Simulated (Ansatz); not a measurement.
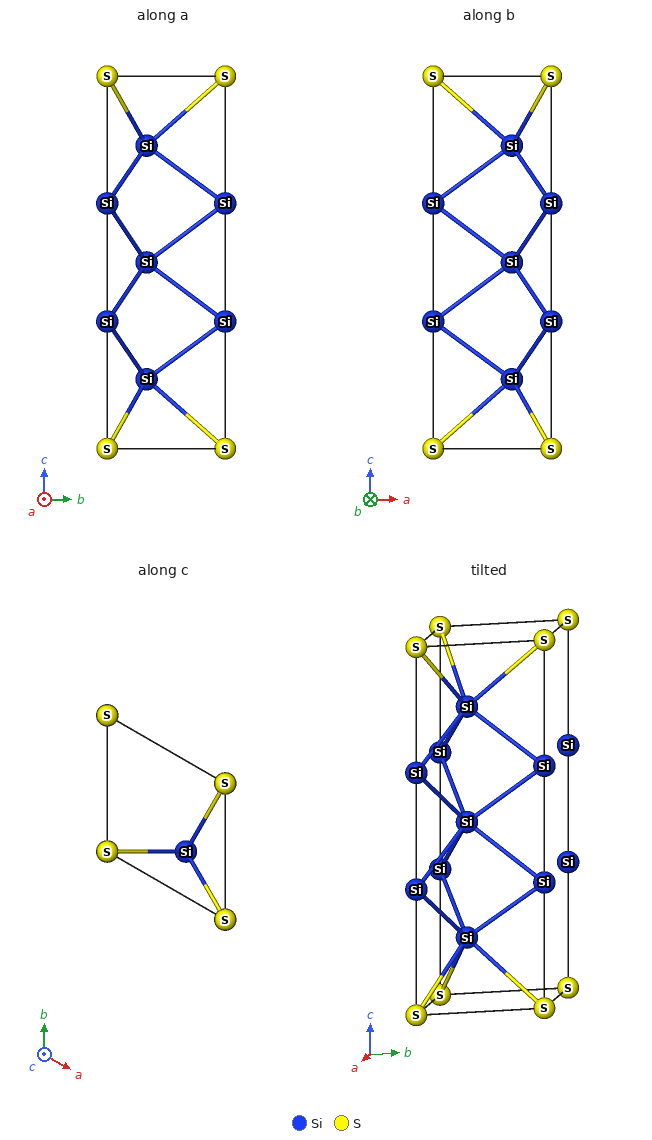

The figure gives a ball-and-stick picture of the atoms, viewed along the a axis, along the b axis, along the c axis and slightly off an axis. The lines enclose the conventional unit cell; boundary atoms appear with their images.

Lattice parameters: a = 3.4724 Å, b = 3.4724 Å, c = 9.4950 Å, α = 90.000°, β = 90.000°, γ = 120.000°.

From the views, write a CIF with its space group and independent sites, with free fractional coordinates to two decimals.

```cif
data_structure
_symmetry_space_group_name_H-M 'P -6 m 2'
_symmetry_Int_Tables_number 187
_cell_length_a 3.4724
_cell_length_b 3.4724
_cell_length_c 9.4950
_cell_angle_alpha 90.000
_cell_angle_beta 90.000
_cell_angle_gamma 120.000
_cell_volume 99.15
loop_
_atom_site_label
_atom_site_type_symbol
_atom_site_symmetry_multiplicity
_atom_site_Wyckoff_symbol
_atom_site_fract_x
_atom_site_fract_y
_atom_site_fract_z
_atom_site_occupancy
Si1 Si 2 i 0.6667 0.3333 0.81 1
Si2 Si 2 g 0.00 0.00 0.66 1
Si3 Si 1 f 0.6667 0.3333 0.50 1
S1 S 1 a 0.00 0.00 0.00 1
```

Provenance: a structure type filled with these elements by a generator (whether the compound takes this form wasn't checked). This is the structure after a relaxation with DFT PBE, scalar-relativistic, plane waves, PAW in Ansatz 0.2.0.
